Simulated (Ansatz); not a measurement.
The reference is GaAs in the zinc blende structure (space group F-43m, No. 216; a = 5.603 Å).

Now apply this change: a negative pressure, −2 GPa.

Calculations: LDA/PAW in Ansatz (a quantum-chemistry and plane-wave program), without spin-orbit coupling.

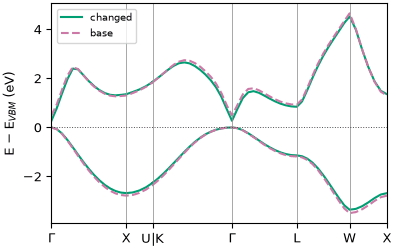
Highest valence and lowest conduction band along the path, each from its own valence-band maximum

The gap is 0.27 eV, direct at Γ; the base has 0.49 eV.

Load acts through the strain it causes; cell and atoms are relaxed under it. Whether these cells are dynamically stable was not tested. A zero or small gap of GaAs under pressure −2 GPa can be the functional's error rather than a property of the material.
